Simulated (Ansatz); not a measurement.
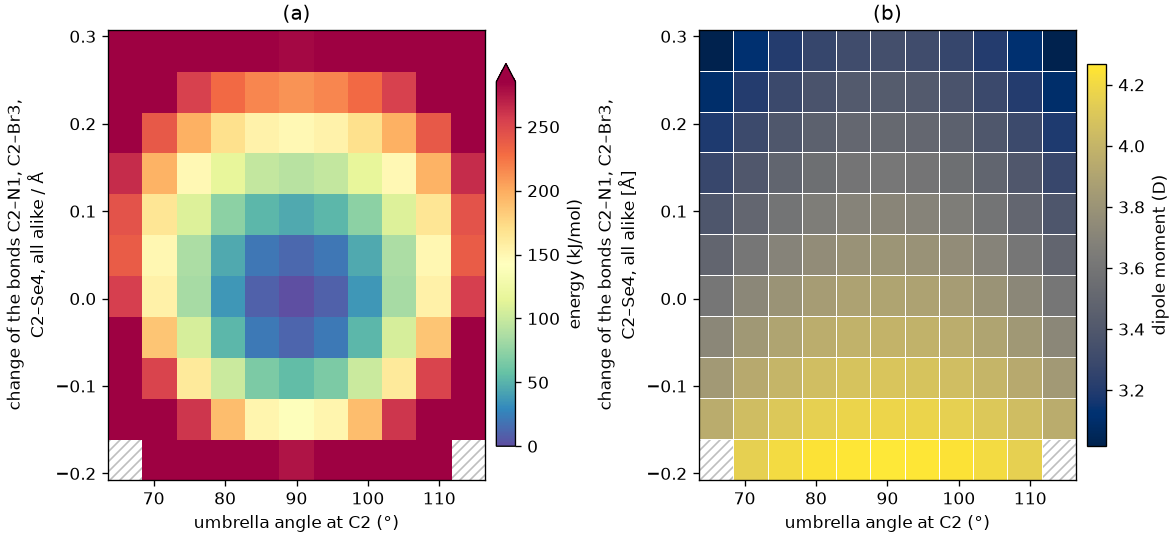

CH2BrNSe, SMILES NC(=[Se])Br. 
- First axis: umbrella angle at C2 (between each of its bonds and their common axis; 90 is planar). Second axis: change of the bonds C2–N1, C2–Br3, C2–Se4, all alike.
- Nothing is relaxed (all other coordinates rigid).
- Grid: 11 × 11 points; 65 points were computed and 54 follow by symmetry. At 2 points there is no value.
- Points are written as (first, second).
- All energies are given in kJ/mol relative to the lowest grid point.
- Computed with RKS PBE0-D4/def2-TZVP in Ansatz.

Panel (a) is the energy and panel (b) the computed dipole moment on the same grid.

The picture shows one coloured cell a grid point, one colour for all values above the top of the scale, hatched blanks where no value was computed.

How does the dipole moment vary over the map, and what is it at the lowest grid point?

Leaving out the highest fifth of the energies, it runs from 3.21 D at (70.8°, 0.237 Å) to 4.27 D at (90.0°, −0.184 Å). At the lowest grid point, (90.0°, 0.003 Å), it is 3.90 D.
